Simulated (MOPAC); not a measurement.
## Frequency calculation of CH6O3Ti (part 1 of 3)

- system: CH6O3Ti
- method: PM6-D3, closed shell, dispersion D3 (MOPAC 23.2.5)

The geometry was optimised with PM6-D3.

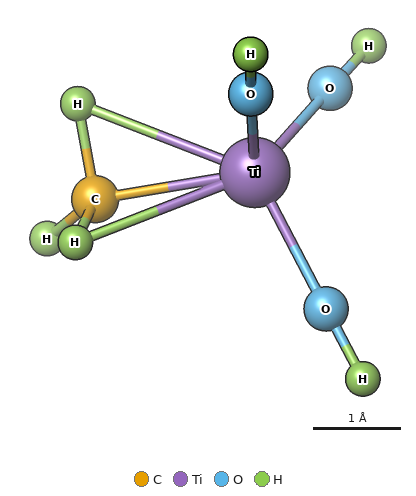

Fig. 1: The structure (ball-and-stick view, seen at a tilt). Sticks mark near contacts.

Input file (ch6o3ti.mop)
```
PM6-D3 THERMO(200,600,200) FORCE AUX(PRECISION=6) THREADS=1
PM6-D3 frequencies

C     -1.549847 +1    -0.075510 +1     0.025725 +1
Ti     0.421931 +1    -0.001250 +1     0.097890 +1
O      0.989211 +1    -0.606345 +1     1.701526 +1
O      0.938295 +1     1.733673 +1    -0.118735 +1
O      1.111622 +1    -1.009142 +1    -1.231801 +1
H     -1.608810 +1     0.682149 +1     0.859843 +1
H     -1.531627 +1     0.429495 +1    -0.983219 +1
H     -2.367736 +1    -0.786508 +1     0.088971 +1
H      1.280691 +1    -0.925333 +1     2.520731 +1
H      1.220953 +1     2.602453 +1    -0.226191 +1
H      1.465503 +1    -1.533530 +1    -1.908265 +1
```

Run on 1 thread of Arm Neoverse V1, 24 GiB of memory available, shared host.

Launched with:
```bash
mopac ch6o3ti.mop
```

Output
```
MOPAC v23.2.5
PM6-D3 CALCULATION RESULTS

 *  PM6-D3     - CORRECT DISPERSION USING D3 METHOD
 *  FORCE      - FORCE CALCULATION SPECIFIED
 *  THREADS=1  - MULTI-THREADING NOT USED
 *  AUX        - OUTPUT AUXILIARY INFORMATION
 *  THERMO     - THERMODYNAMIC QUANTITIES TO BE CALCULATED
PM6-D3 THERMO(200,600,200) FORCE AUX(PRECISION=6) THREADS=1
 PM6-D3 frequencies

   ATOM   CHEMICAL          X               Y               Z
  NUMBER   SYMBOL      (ANGSTROMS)     (ANGSTROMS)     (ANGSTROMS)

     1       C         -1.54984700  *  -0.07551000  *   0.02572500  *
     2      Ti          0.42193100  *  -0.00125000  *   0.09789000  *
     3       O          0.98921100  *  -0.60634500  *   1.70152600  *
     4       O          0.93829500  *   1.73367300  *  -0.11873500  *
     5       O          1.11162200  *  -1.00914200  *  -1.23180100  *
     6       H         -1.60881000  *   0.68214900  *   0.85984300  *
     7       H         -1.53162700  *   0.42949500  *  -0.98321900  *
     8       H         -2.36773600  *  -0.78650800  *   0.08897100  *
     9       H          1.28069100  *  -0.92533300  *   2.52073100  *
    10       H          1.22095300  *   2.60245300  *  -0.22619100  *
    11       H          1.46550300  *  -1.53353000  *  -1.90826500  *

          CARTESIAN COORDINATES

    NO.       ATOM           X           Y           Z

     1         C         -1.5498     -0.0755      0.0257
     2        Ti          0.4219     -0.0013      0.0979
     3         O          0.9892     -0.6063      1.7015
     4         O          0.9383      1.7337     -0.1187
     5         O          1.1116     -1.0091     -1.2318
     6         H         -1.6088      0.6821      0.8598
     7         H         -1.5316      0.4295     -0.9832
     8         H         -2.3677     -0.7865      0.0890
     9         H          1.2807     -0.9253      2.5207
    10         H          1.2210      2.6025     -0.2262
    11         H          1.4655     -1.5335     -1.9083

           Empirical Formula: C H6 O3 Ti  =    11 atoms

      MOLECULAR POINT GROUP   :   Cs

      RHF CALCULATION, NO. OF DOUBLY OCCUPIED LEVELS = 16

          HEAT OF FORMATION =    -234.335143 KCALS/MOLE

          CARTESIAN COORDINATE DERIVATIVES

   NUMBER  ATOM         X            Y            Z

     1       C     -0.003876    -0.000377    -0.002664
     2      Ti      0.005701     0.001811    -0.001145
     3       O      0.000143    -0.000456    -0.000324
     4       O     -0.001335    -0.000061     0.001157
     5       O      0.000049    -0.000326     0.000079
     6       H     -0.000117     0.002898    -0.001026
     7       H      0.001718    -0.006399    -0.000128
     8       H     -0.002161     0.002776     0.002762
     9       H      0.000084    -0.001364     0.000181
    10       H     -0.000126     0.000960     0.000248
    11       H     -0.000079     0.000539     0.000862

 DIPOLE           X         Y         Z       TOTAL
 POINT-CHG.     1.508    -0.086    -0.152     1.518
 HYBRID        -0.437    -0.185    -0.328     0.577
 SUM            1.071    -0.271    -0.479     1.204

          GRADIENT NORM =   0.01184

          MOLECULAR WEIGHT =  113.96

          ROTATIONAL CONSTANTS IN CM(-1)

          A =    0.10340513   B =    0.10297525   C =    0.10225807

           PRINCIPAL MOMENTS OF INERTIA IN UNITS OF 10**(-40)*GRAM-CM**2

          A =      270.7095   B =      271.8396   C =      273.7461

          ORIENTATION OF MOLECULE IN FORCE CALCULATION

    NO.       ATOM         X         Y         Z

     1          C      -1.9801    0.0066    0.0117
     2         Ti      -0.0056    0.0066    0.0117
     3          O       0.5968    1.7086    0.0117
     4          O       0.5674   -0.8450   -1.4950
     5          O       0.5967   -0.8712    1.4699
     6          H      -1.9800    0.5035   -1.0014
     7          H      -1.9798   -1.1176   -0.0856
     8          H      -2.8213    0.3441    0.6092
     9          H       0.9058    2.5817    0.0209
    10          H       0.8784   -1.2710   -2.2486
    11          H       0.9056   -1.3135    2.2227

    FIRST DERIVATIVES WILL BE USED IN THE CALCULATION OF SECOND DERIVATIVES

          ESTIMATED TIME TO COMPLETE CALCULATION =        0.52 SECONDS

    FOR POINT-GROUP Cs   THERE ARE   2 UNIQUE SYMMETRY FUNCTIONS.

 STEP:   1 TIME =     0.01 SECS, INTEGRAL =      0.01 TIME LEFT: 172799.98
 STEP:   2 TIME =     0.00 SECS, INTEGRAL =      0.01 TIME LEFT: 172799.98
 STEP:   3 TIME =     0.01 SECS, INTEGRAL =      0.02 TIME LEFT: 172799.98
 STEP:   4 TIME =     0.01 SECS, INTEGRAL =      0.02 TIME LEFT: 172799.97
 STEP:   5 TIME =     0.01 SECS, INTEGRAL =      0.03 TIME LEFT: 172799.96
 STEP:   6 TIME =     0.01 SECS, INTEGRAL =      0.04 TIME LEFT: 172799.95
 STEP:   7 TIME =     0.01 SECS, INTEGRAL =      0.05 TIME LEFT: 172799.95
 STEP:   8 TIME =     0.01 SECS, INTEGRAL =      0.05 TIME LEFT: 172799.94
 STEP:   9 TIME =     0.01 SECS, INTEGRAL =      0.06 TIME LEFT: 172799.93
 STEP:  10 TIME =     0.00 SECS, INTEGRAL =      0.06 TIME LEFT: 172799.93
 STEP:  11 TIME =     0.01 SECS, INTEGRAL =      0.07 TIME LEFT: 172799.92
 STEP:  12 TIME =     0.01 SECS, INTEGRAL =      0.08 TIME LEFT: 172799.91
 STEP:  13                       INTEGRAL =      0.08 TIME LEFT: 172799.91
 STEP:  14                       INTEGRAL =      0.08 TIME LEFT: 172799.91
 STEP:  15                       INTEGRAL =      0.08 TIME LEFT: 172799.91
 STEP:  16 TIME =     0.01 SECS, INTEGRAL =      0.09 TIME LEFT: 172799.91
 STEP:  17 TIME =     0.01 SECS, INTEGRAL =      0.09 TIME LEFT: 172799.90
 STEP:  18 TIME =     0.00 SECS, INTEGRAL =      0.09 TIME LEFT: 172799.90
 STEP:  19                       INTEGRAL =      0.09 TIME LEFT: 172799.90
 STEP:  20                       INTEGRAL =      0.09 TIME LEFT: 172799.90
 STEP:  21                       INTEGRAL =      0.09 TIME LEFT: 172799.90
 STEP:  22 TIME =     0.01 SECS, INTEGRAL =      0.10 TIME LEFT: 172799.89
 STEP:  23 TIME =     0.01 SECS, INTEGRAL =      0.11 TIME LEFT: 172799.88
 STEP:  24 TIME =     0.01 SECS, INTEGRAL =      0.12 TIME LEFT: 172799.88
 STEP:  25 TIME =     0.00 SECS, INTEGRAL =      0.12 TIME LEFT: 172799.88
 STEP:  26 TIME =     0.00 SECS, INTEGRAL =      0.12 TIME LEFT: 172799.88
 STEP:  27 TIME =     0.01 SECS, INTEGRAL =      0.12 TIME LEFT: 172799.87
 STEP:  28 TIME =     0.01 SECS, INTEGRAL =      0.13 TIME LEFT: 172799.86
 STEP:  29 TIME =     0.01 SECS, INTEGRAL =      0.14 TIME LEFT: 172799.85
 STEP:  30 TIME =     0.00 SECS, INTEGRAL =      0.14 TIME LEFT: 172799.85
 STEP:  31                       INTEGRAL =      0.14 TIME LEFT: 172799.85
 STEP:  32                       INTEGRAL =      0.14 TIME LEFT: 172799.85
 STEP:  33                       INTEGRAL =      0.14 TIME LEFT: 172799.85

(To convert to Hartree/Bohr^2, multiply by (10^(-21) x N x a0^2)/(4.184 x 627.51) =  0.0642)

           FORCE MATRIX IN MILLIDYNES/ANGSTROM

                  C  1      Ti  2       O  3       O  4       O  5       H  6
 ------------------------------------------------------------------------------
     C    1   8.602393
    Ti    2   1.735731   8.326954
     O    3   0.186482   2.952888   6.140126
     O    4   0.188308   2.856423   0.266476   5.962360
     O    5   0.186597   2.953054   0.265679   0.266389   6.140126
     H    6   3.197399   0.421808   0.035557   0.061310   0.031139   3.705870
     H    7   3.196687   0.422240   0.031147   0.061308   0.035573   0.393637
     H    8   3.685890   0.319386   0.025297   0.054627   0.025301   0.411660
     H    9   0.055272   0.619289   2.976714   0.051552   0.046969   0.009696
     H   10   0.046525   0.598145   0.048701   2.938069   0.048719   0.011989
     H   11   0.055520   0.619125   0.046976   0.051421   2.976426   0.007868

                  H  7       H  8       H  9       H 10       H 11
 ------------------------------------------------------------------
     H    7   3.705870
     H    8   0.411773   4.190506
     H    9   0.007733   0.007239   3.455085
     H   10   0.011990   0.009966   0.017567   3.429069
     H   11   0.009451   0.007318   0.017321   0.017535   3.455085

          HEAT OF FORMATION =    -234.335143 KCALS/MOLE

          ZERO POINT ENERGY      38.986 KCAL/MOL

           NORMAL COORDINATE ANALYSIS (Total motion = 1 Angstrom)

   Root No.       1         2         3         4         5         6         7         8

                 1 A"      1 A'      2 A"      2 A'      3 A"      3 A'      4 A'      4 A"

                 129.7     141.5     153.5     160.0     180.4     195.5     221.5     298.6

           1    0.0000    0.0047    0.0000   -0.0026   -0.0000    0.0506    0.0287   -0.0000
           2    0.0564    0.0439    0.0146    0.0125   -0.0580   -0.0105    0.0341   -0.0554
           3   -0.0320    0.0775   -0.0083    0.0220    0.0330   -0.0185    0.0600    0.0315
           4   -0.0000    0.0008   -0.0000    0.0222    0.0000    0.0429   -0.0090    0.0000
           5   -0.0014    0.0018   -0.0066   -0.0137    0.0406    0.0069   -0.0114    0.0041
           6    0.0008    0.0031    0.0038   -0.0241   -0.0231    0.0121   -0.0200   -0.0024
           7   -0.0577   -0.0415   -0.0057   -0.0282    0.0282   -0.0446   -0.0134    0.0105
           8    0.0192    0.0166   -0.0070    0.0039    0.0314    0.0394   -0.0121    0.0003
           9    0.0304   -0.0749    0.0008    0.0350    0.0421   -0.0157    0.0309   -0.0079
          10   -0.0001    0.0772   -0.0000    0.0105    0.0000   -0.0694    0.0150    0.0000
          11   -0.0535    0.0136    0.0224   -0.0124   -0.0636   -0.0129   -0.0144    0.0123
          12    0.0305    0.0238   -0.0128   -0.0219    0.0363   -0.0229   -0.0253   -0.0070
          13    0.0578   -0.0413    0.0057   -0.0281   -0.0282   -0.0447   -0.0133   -0.0105
          14   -0.0164   -0.0728   -0.0043    0.0281   -0.0201   -0.0338    0.0328    0.0070
          15   -0.0321   -0.0240    0.0056    0.0211   -0.0485    0.0258    0.0053    0.0038
          16    0.1174    0.0027    0.0284   -0.1651   -0.0353    0.1100    0.2058    0.3191
          17    0.0810    0.0444   -0.2705    0.0085   -0.1570   -0.0080    0.0395    0.0455
          18   -0.0281    0.0753   -0.1484    0.0360   -0.0168   -0.0212    0.0400    0.0503
          19   -0.1174    0.0029   -0.0285   -0.1651    0.0353    0.1100    0.2058   -0.3190
          20    0.0656    0.0419   -0.0102    0.0266   -0.0657   -0.0142    0.0141   -0.0200
          21   -0.0552    0.0766    0.3084    0.0256    0.1435   -0.0179    0.0545   -0.0650
          22    0.0001    0.0099    0.0001    0.1519   -0.0000    0.0002   -0.1273    0.0000
          23    0.1300    0.0468    0.2061    0.1089   -0.0308   -0.0424   -0.0643    0.1197
          24   -0.0739    0.0828   -0.1174    0.1914    0.0174   -0.0744   -0.1129   -0.0683
          25   -0.0863   -0.0643   -0.0144   -0.0598    0.0479   -0.1039   -0.0218    0.0401
          26    0.0290    0.0249   -0.0031    0.0146    0.0248    0.0608   -0.0092   -0.0100
          27    0.0470   -0.1126   -0.0020    0.0683    0.0802   -0.0308    0.0716   -0.0096
          28   -0.0002    0.1095    0.0000   -0.0011    0.0000   -0.1350    0.0309    0.0001
          29   -0.0786    0.0200    0.0393   -0.0157   -0.1233   -0.0242   -0.0098    0.0139
          30    0.0447    0.0349   -0.0224   -0.0278    0.0703   -0.0430   -0.0172   -0.0079
          31    0.0864   -0.0641    0.0144   -0.0597   -0.0480   -0.1040   -0.0217   -0.0401
          32   -0.0258   -0.1095    0.0001    0.0513   -0.0563   -0.0577    0.0664    0.0032
          33   -0.0490   -0.0361    0.0036    0.0473   -0.0622    0.0364    0.0286    0.0135

   Root No.       9        10        11        12        13        14        15        16

                 5 A'      6 A'      7 A'      5 A"      6 A"      8 A'      7 A"      9 A'

                 564.8     662.3     694.0     697.5     703.8     712.5     745.0     753.5

           1    0.1660   -0.0443   -0.0023   -0.0000   -0.0000   -0.0058    0.0000    0.0045
           2   -0.0113    0.0044    0.0021   -0.0013   -0.0001    0.0009    0.0011   -0.0028
           3   -0.0198    0.0077    0.0036    0.0006    0.0001    0.0015   -0.0006   -0.0049
           4   -0.0339    0.0421   -0.0048   -0.0000    0.0000    0.0119    0.0000    0.0001
           5   -0.0011   -0.0036   -0.0242   -0.0470    0.0070    0.0039    0.0199    0.0165
           6   -0.0019   -0.0064   -0.0425    0.0268   -0.0040    0.0068   -0.0113    0.0290
           7   -0.0163   -0.0216    0.0261    0.0416   -0.0045    0.0032   -0.0251   -0.0093
           8   -0.0364   -0.0854    0.0597    0.0954   -0.0142   -0.0247   -0.0240   -0.0233
           9   -0.0008   -0.0030   -0.0241    0.0064   -0.0302   -0.0001    0.0177   -0.0360
          10   -0.0197   -0.0165   -0.0367    0.0001   -0.0000   -0.0538   -0.0000    0.0157
          11    0.0265    0.0519    0.0438   -0.0330   -0.0215   -0.0059   -0.0301   -0.0218
          12    0.0469    0.0916    0.0769    0.0188    0.0122   -0.0103    0.0172   -0.0383
          13   -0.0163   -0.0216    0.0259   -0.0416    0.0045    0.0032    0.0251   -0.0093
          14    0.0181    0.0415   -0.0513    0.0432    0.0187    0.0126   -0.0275   -0.0191
          15   -0.0315   -0.0747    0.0390   -0.0853    0.0276   -0.0212    0.0116   -0.0384
          16    0.0573    0.0038    0.0181    0.0045    0.0001   -0.0099   -0.0069   -0.0205
          17   -0.0153    0.0088    0.0024   -0.0058    0.0009   -0.0103   -0.0012   -0.0073
          18   -0.0297    0.0168    0.0002    0.0004    0.0002   -0.0027   -0.0018   -0.0052
          19    0.0573    0.0038    0.0180   -0.0045   -0.0001   -0.0098    0.0069   -0.0205
          20   -0.0177    0.0099   -0.0009   -0.0034    0.0003    0.0029    0.0010   -0.0007
          21   -0.0282    0.0165    0.0021    0.0046   -0.0009   -0.0102    0.0020   -0.0089
          22    0.3216   -0.1113   -0.0201   -0.0000    0.0000   -0.0112    0.0000    0.0190
          23    0.0873   -0.0392   -0.0094    0.0096   -0.0019   -0.0030   -0.0068    0.0066
          24    0.1533   -0.0691   -0.0167   -0.0056    0.0011   -0.0053    0.0039    0.0116
          25    0.0158   -0.1069   -0.0243   -0.0386   -0.0074   -0.1262    0.1466    0.0099
          26   -0.0494   -0.0472    0.0650    0.1075   -0.0139    0.0246   -0.0767   -0.0286
          27   -0.0061    0.0302    0.2581   -0.0688    0.3158   -0.0107   -0.1788    0.3555
          28   -0.0028   -0.2104    0.0485    0.0002    0.0000    0.5401    0.0001   -0.0088
          29    0.0283    0.0122    0.0504    0.3526    0.2287    0.0978    0.3074   -0.0209
          30    0.0501    0.0221    0.0885   -0.2008   -0.1303    0.1722   -0.1751   -0.0368
          31    0.0157   -0.1069   -0.0244    0.0385    0.0074   -0.1262   -0.1466    0.0100
          32    0.0203    0.0508    0.1887    0.1140   -0.2788   -0.0216    0.1147    0.3204
          33   -0.0454   -0.0248    0.1875   -0.0573   -0.1491    0.0158    0.1571    0.1567

   Root No.      17        18        19        20        21        22        23        24

                 8 A"     10 A'     11 A'     12 A'      9 A"     13 A'     10 A"     14 A'

                 755.1     781.4    1086.0    1171.2    1221.6    2448.3    2455.5    2472.0
```
